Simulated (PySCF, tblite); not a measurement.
# C4H4N radical: geometry, infrared bands and EPR parameters

Aim: predict the infrared bands and EPR parameters of C4H4N radical (`[H]/N=C\C#C[CH2]`).

The runs use tblite 0.8.0 and PySCF 2.14.0, with density-fitted response routines of our own; the level of theory stands in each step. All values are computed, except where a source is named. Atoms are numbered from 0 throughout.

**1. The molecule as given**

9 atoms, charge 0, multiplicity 2; geometry from: force field or distance geometry start.

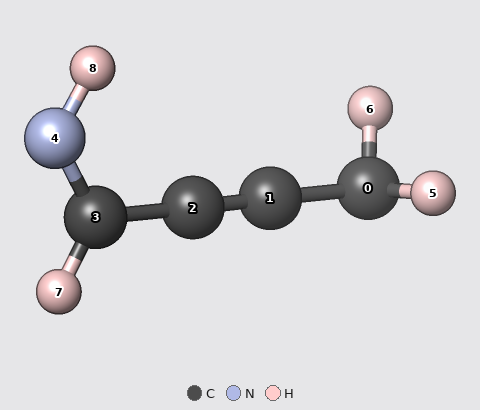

The starting geometry (carbon dark grey, nitrogen light blue, hydrogen pink), atoms numbered.

**2. Optimising the geometry with GFN2-xTB**

Job settings and geometry (Å):

```
{"job": {"kind": "relax", "xc": "GFN2-xTB", "basis": "xTB"}, "charge": 0, "multiplicity": 2}
C      2.320600    -0.508300    -0.325200
C      0.845200    -0.385500    -0.233900
C     -0.341800    -0.305200    -0.126800
C     -1.800300    -0.180700    -0.048300
N     -2.336500     0.935200     0.341900
H      2.736300    -0.758900     0.682000
H      2.721200     0.513600    -0.598200
H     -2.434800    -1.036300    -0.279600
H     -1.696400     1.732000     0.562800
```

Command:

```
$ OMP_NUM_THREADS=1 python probes_run.py task.json out
```

One launch serves the whole session: the jobs run in the order shown.

What it wrote:

```text
step      E/eV     max force
  0    -362.44923    5.735
  1    -362.59941    6.911
  2    -363.08335    2.184
  3    -363.25183    2.598
  4    -363.33686    1.254
  5    -363.40524    0.576
  6    -363.42572    0.610
  7    -363.45776    0.423
  8    -363.46493    0.377
  9    -363.47427    0.291
 10    -363.48421    0.308
 11    -363.49232    0.268
 12    -363.49629    0.169
 13    -363.49897    0.174
 14    -363.50175    0.147
 15    -363.50420    0.148
 16    -363.50638    0.137
 17    -363.50945    0.218
 18    -363.51464    0.300
 19    -363.52171    0.295
 20    -363.52923    0.288
 21    -363.53495    0.238
 22    -363.53923    0.299
 23    -363.54397    0.355
 24    -363.55148    0.262
 25    -363.56244    0.228
 26    -363.56516    0.320
 27    -363.57040    0.361
 28    -363.57751    0.284
 29    -363.58421    0.181
 30    -363.58706    0.184
 31    -363.59216    0.203
 32    -363.59692    0.210
 33    -363.60081    0.099
 34    -363.60169    0.260
 35    -363.60306    0.082
 36    -363.60348    0.069
 37    -363.60459    0.050
 38    -363.60489    0.077
 39    -363.60510    0.042
 40    -363.60526    0.039
 41    -363.60544    0.042
 42    -363.60559    0.040
 43    -363.60571    0.036
 44    -363.60583    0.031
 45    -363.60600    0.041
 46    -363.60619    0.047
 47    -363.60634    0.031
 48    -363.60642    0.025
 49    -363.60646    0.017
 50    -363.60649    0.013
 51    -363.60651    0.011
 52    -363.60653    0.007
```

It took 0.16 s on 1 thread of Arm Neoverse V1, shared host.

The steps of the relaxation: (not every step is listed)

```csv
step,energy from step 0 (eV),largest force (eV/Å)
0,0.0000,5.7354
1,-0.1502,6.9107
2,-0.6341,2.1842
3,-0.8026,2.5984
4,-0.8876,1.2543
5,-0.9560,0.5757
6,-0.9765,0.6102
7,-1.0085,0.4228
8,-1.0157,0.3771
11,-1.0431,0.2684
14,-1.0525,0.1469
17,-1.0602,0.2180
20,-1.0800,0.2882
23,-1.0947,0.3546
26,-1.1159,0.3202
29,-1.1350,0.1808
32,-1.1477,0.2100
35,-1.1538,0.0822
38,-1.1557,0.0770
41,-1.1562,0.0418
44,-1.1566,0.0310
47,-1.1571,0.0310
48,-1.1572,0.0248
49,-1.1572,0.0167
50,-1.1573,0.0130
51,-1.1573,0.0114
52,-1.1573,0.0073
```

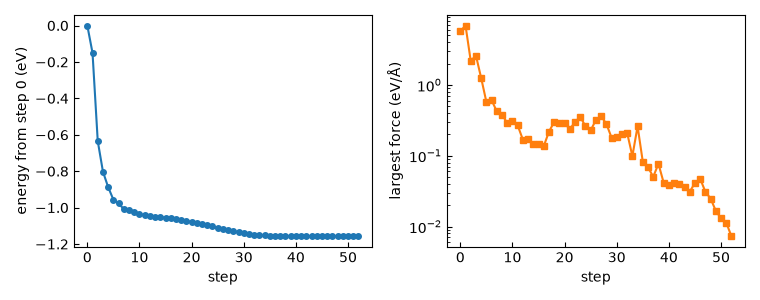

Energy and force, step by step.

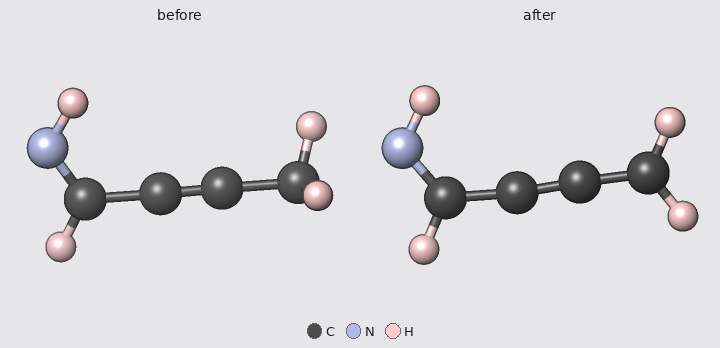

Before and after, at one scale.

Close pairs (by a distance rule), those that changed most:

```csv
bond,before (Å),after (Å),change (Å)
C0–C1,1.483,1.336,-0.147
C2–C3,1.466,1.393,-0.073
C0–H6,1.131,1.076,-0.055
C0–H5,1.118,1.076,-0.042
C1–C2,1.195,1.235,+0.040
N4–H8,1.046,1.020,-0.026
C3–N4,1.298,1.277,-0.021
C3–H7,1.090,1.088,-0.002
```

The final coordinates are the input of the step that follows.

**3. Infrared spectrum with GFN2-xTB**

Job settings and geometry (Å):

```
{"job": {"kind": "ir", "xc": "GFN2-xTB", "basis": "xTB"}, "charge": 0, "multiplicity": 2}
C      2.219324    -0.293756    -0.106832
C      0.884906    -0.260892    -0.043480
C     -0.348391    -0.277362     0.013589
C     -1.735103    -0.159831     0.070583
N     -2.407251     0.925244     0.119366
H      2.749052    -1.228508    -0.172315
H      2.794858     0.615776    -0.094064
H     -2.308460    -1.084672     0.069915
H     -1.835373     1.769995     0.118059
```

What it wrote:

```text
mode    cm-1     km/mol
  1     124.4      0.92
  2     134.1      1.66
  3     214.2      0.12
  4     265.3      1.62
  5     371.2      3.03
  6     539.3      7.84
  7     699.3     58.65
  8     749.8     14.97
  9     832.6      7.68
 10     961.2      0.70
 11    1015.5     37.24
 12    1168.6     86.24
 13    1309.8     18.34
 14    1345.7     29.69
 15    1444.6     12.76
 16    1561.7    138.50
 17    2126.3     12.41
 18    2983.9     38.62
 19    3094.0      2.13
 20    3117.2     10.68
 21    3313.8     23.07
```

Run time: 0.12 s. Hardware: 1 thread of Arm Neoverse V1, shared host.

The strongest bands and the atoms that carry them (share of the mass-weighted mode):

```csv
cm⁻¹,km/mol,atoms
699,58.6,"C3 30 %, H8 29 %, N4 11 %, H7 10 %"
1016,37.2,"H7 53 %, H8 38 %"
1169,86.2,"H8 49 %, H7 34 %, N4 13 %"
1310,18.3,"H7 31 %, H6 19 %, H5 18 %, H8 10 %"
1346,29.7,"H7 25 %, H5 18 %, H6 18 %, H8 15 %"
1562,138.5,"C3 56 %, N4 31 %"
2984,38.6,H7 93 %
3314,23.1,H8 94 %
```

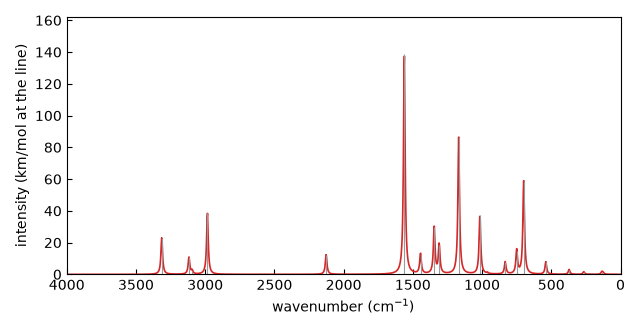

The infrared spectrum from these modes, unscaled. Lines are broadened to a width of 14 cm⁻¹ (Lorentzian).

**4. g tensor and hyperfine couplings: B3LYP/pcH-1**

The job, as its differences from that of step 3:

```diff
@@ -1,2 +1,2 @@
-{"job": {"kind": "ir", "xc": "GFN2-xTB", "basis": "xTB"}, "charge": 0, "multiplicity": 2}
+{"job": {"kind": "epr", "basis": "pcH-1"}, "charge": 0, "multiplicity": 2}
 C      2.219324    -0.293756    -0.106832
```

Level: UKS B3LYP, pcH-1 on C H N, non-relativistic, mean-field spin-orbit, GIAO.

What it wrote:

```text
UKS, coarse grid
  cycle   1  E = -209.43221829  |g| = 2.80e-01
  cycle   2  E = -209.37887104  |g| = 4.51e-01
  cycle   3  E = -209.46861470  |g| = 9.64e-02
  cycle   4  E = -209.47323282  |g| = 3.21e-02
  cycle   5  E = -209.47387327  |g| = 1.59e-02
  cycle   6  E = -209.47403791  |g| = 7.26e-03
  cycle   7  E = -209.47409032  |g| = 6.03e-03
  cycle   8  E = -209.47412186  |g| = 1.89e-03
  cycle   9  E = -209.47412749  |g| = 5.44e-04
UKS, final grid
  cycle   1  E = -209.47412330  |g| = 4.76e-04
  cycle   2  E = -209.47412338  |g| = 6.87e-04
  cycle   3  E = -209.47412361  |g| = 1.97e-04
  cycle   4  E = -209.47412365  |g| = 1.44e-04
  cycle   5  E = -209.47412370  |g| = 5.38e-05
  cycle   6  E = -209.47412370  |g| = 2.75e-05
E = -209.47412370 Eh   <S^2> = 0.7857 (exact 0.7500)
g shifts (ppm)      1          2          3
  rmc          -162       -162       -162
  gc             -6         38         30
  oz_so          -4       1157       1949
  total        -172       1034       1817
hyperfine (MHz)  atom isotope    a_iso     a_fc   dipolar eigenvalues
    0   13C      54.27      54.27    -51.22    -50.13    101.35
    1   13C     -59.29     -59.29    -23.57      0.18     23.39
    2   13C      46.01      46.01    -42.98    -30.55     73.53
    3   13C     -32.78     -32.78    -21.04      7.97     13.07
    4   14N      10.79      10.79    -14.29    -14.10     28.39
    5    1H     -45.98     -45.98    -23.51     -0.87     24.38
    6    1H     -45.84     -45.84    -23.46     -0.86     24.32
    7    1H       8.52       8.52     -3.78     -1.26      5.04
    8    1H     -20.83     -20.83    -13.81     -4.52     18.33
```

Run time: 15 s. Hardware: 1 thread of Arm Neoverse V1, shared host; peak memory 0.63 GiB.

Principal g values 2.00215, 2.00335, 2.00414; g(iso) = 2.00321, against 2.00232 for a free electron.

Hyperfine couplings; where a row names several nuclei, a(iso) is their mean (it holds for fast rotation or exchange) and the dipolar term the largest among them:

```csv
nuclei,isotope,a(iso) (MHz),"a(iso) (G, at g = 2.0023)",largest dipolar term (MHz)
C1,13C,-59.3,-21.2,-23.6
C0,13C,54.3,19.4,101.3
C2,13C,46.0,16.4,73.5
"H5, H6",1H,-45.9,-16.4,24.4
C3,13C,-32.8,-11.7,-21.0
H8,1H,-20.8,-7.4,18.3
N4,14N,10.8,3.8,28.4
H7,1H,8.5,3.0,5.0
```

Mulliken spin populations:

```csv
atom,value (e)
C0,0.67
C1,-0.26
C2,0.50
C3,-0.16
N4,0.32
H5,-0.03
H6,-0.03
H7,0.01
H8,-0.01
```

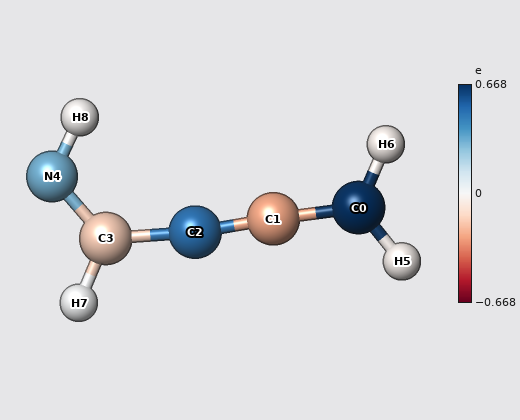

Mulliken spin populations, as colours on the atoms.

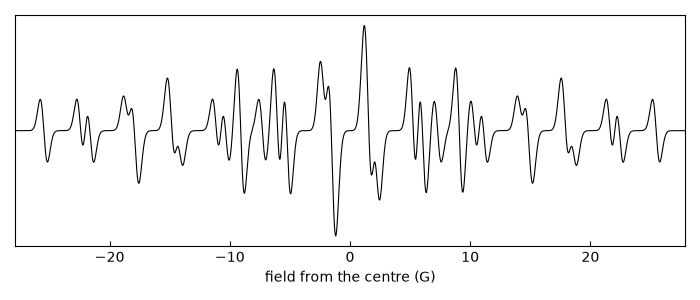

First-order isotropic spectrum (first derivative, main isotopes with spin only, couplings over 0.8 MHz, Gaussian width 0.3 G; couplings of the frozen geometry, rotation of groups not averaged beyond the rows shown).

The fields below are evaluated on a grid from the run's orbitals.

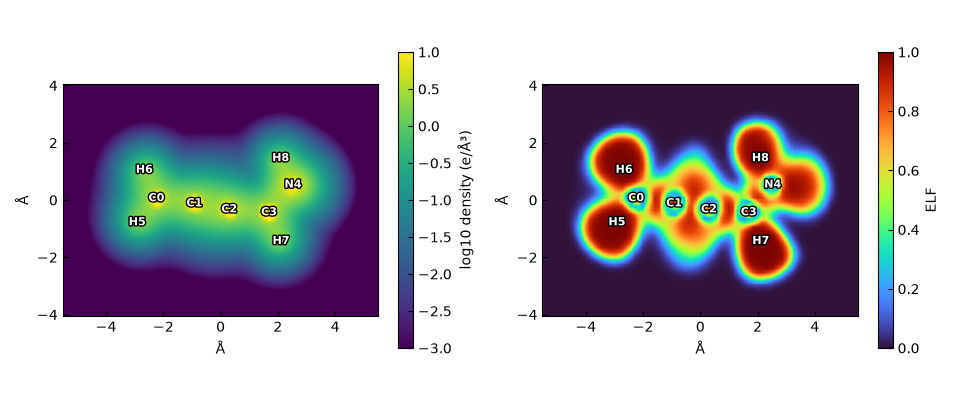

Density (left) and ELF (right) in a plane through or near 9 of the atoms.

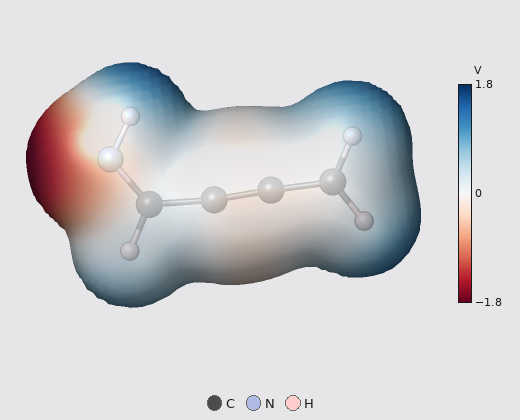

The potential that a unit positive charge feels on the 0.002 e/bohr³ surface, from -1.80 V near N4 to 1.35 V near H8.

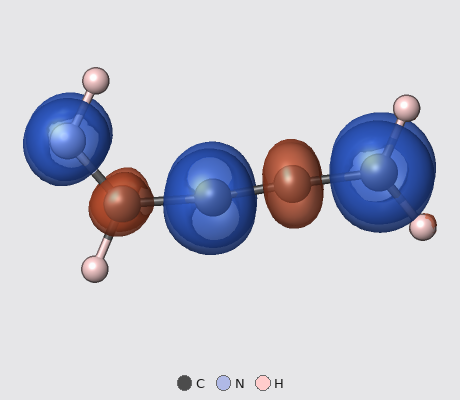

Spin density at ±0.03 e/Å³ (alpha excess blue, beta excess red).

**5. Summary of results**

```
                                 quantity                  value
strongest single infrared mode (GFN2-xTB)  1562 cm⁻¹, 138 km/mol
             zero-point energy (GFN2-xTB)          39.1 kcal/mol
                           g(iso) (B3LYP)                2.00321
                                     ⟨S²⟩     0.786 (exact 0.75)
       largest a(iso) (averaged by class)   13C on C1, -59.3 MHz
    surface potential, least and greatest     -1.80 V and 1.35 V
```

Relaxing lowered the energy by 1.157 eV in 52 steps; the close pair that moved most is C0–C1, from 1.483 to 1.336 Å. No mode is imaginary among the 21: a minimum at this level. The strongest single mode, at 1562 cm⁻¹, moves mainly C3 and N4. GFN2-xTB is a fitted tight-binding method: band positions and strengths are rough. Its intensities can rank the bands wrongly. The largest spin populations lie on C0 (0.67 e), C2 (0.50 e). The isotropic g lies 0.9 ppt above the free-electron value.
